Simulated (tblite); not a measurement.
# Frequency calculation of C4H11Si

C4H11Si, multiplicity 2, SMILES CC[Si](C)C, computed with GFN2-xTB harmonic vibrations, gas phase (tblite 0.8.0).

It belongs to a series of runs on one base structure; here: X = H replaced by C2H5.

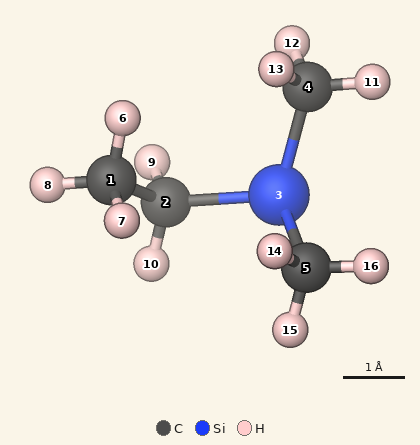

The structure as given in the input (ball-and-stick view, seen at a tilt; atoms are numbered from 1 in the order of the input).

The input
```
{"job": {"kind": "ir", "xc": "GFN2-xTB", "basis": "xTB"}, "charge": 0, "multiplicity": 2}
C      1.844539     0.079627     0.525187
C      1.240391    -0.249361    -0.838473
Si    -0.674602    -0.187232    -0.821736
C     -1.393518    -1.462410     0.402728
C     -1.302675     1.554795    -0.360573
H      1.507492    -0.630054     1.278166
H      1.559213     1.080589     0.842835
H      2.932518     0.036595     0.484082
H      1.577945    -1.240581    -1.145004
H      1.629422     0.453910    -1.576327
H     -2.478556    -1.474084     0.365430
H     -1.045285    -2.467949     0.187094
H     -1.104380    -1.223611     1.425416
H     -1.007223     1.816878     0.654567
H     -0.906768     2.315256    -1.026730
H     -2.386111     1.606576    -0.408072
```

The first line tells a small driver script what to run in tblite; the rest is the geometry in Å.

Run on 1 CPU thread, shared host.

Launch command:
```bash
OMP_NUM_THREADS=1 python <driver script> task.json out
```

Output
```
mode    cm-1     km/mol
  1      43.8      0.02
  2     104.7      0.01
  3     110.9      0.05
  4     150.5      0.58
  5     159.0      1.86
  6     179.1      2.50
  7     250.2      0.59
  8     317.5      7.37
  9     616.1      2.43
 10     707.5      0.03
 11     724.4     32.97
 12     752.2     41.07
 13     783.7      0.51
 14     819.2    113.79
 15     837.2     76.00
 16     849.9    147.27
 17     985.3     17.63
 18    1017.4      7.31
 19    1059.8     17.16
 20    1244.7      4.09
 21    1286.1      0.10
 22    1361.5      4.20
 23    1367.7      1.31
 24    1414.2      0.27
 25    1482.2      0.00
 26    1486.5      1.00
 27    1487.6      0.08
 28    1489.9      1.27
 29    1495.1      0.33
 30    1512.1      0.84
 31    1518.6      2.24
 32    2972.3     39.26
 33    2985.4     13.58
 34    2986.0      0.22
 35    2990.2     64.85
 36    3003.8     66.60
 37    3023.2     55.06
 38    3028.6     23.90
 39    3042.2     12.89
 40    3043.5     21.01
 41    3045.7     25.35
 42    3047.0     57.27
```

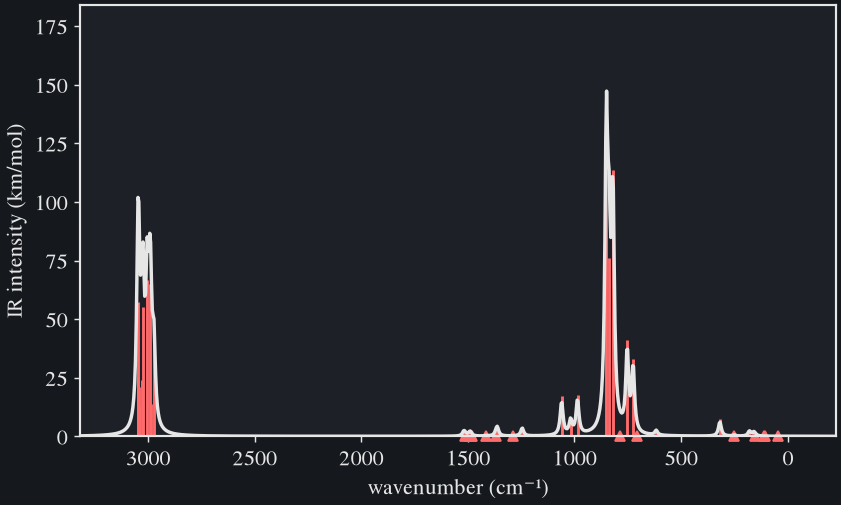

Harmonic infrared spectrum, unscaled: sticks (degenerate modes added up, dark ones marked on the axis) with a Lorentzian envelope of 16 cm⁻¹ full width, scaled to the tallest stick. 42 modes from 44 to 3047 cm⁻¹, none imaginary. The strongest line is at 850 cm⁻¹ (147 km/mol).

Results in brief

| quantity | value |
| --- | --- |
| outcome | converged |
| total energy | −430.5145 eV |
| zero-point energy | 86.8930 kcal/mol |
| peak memory | 0.18 GiB |
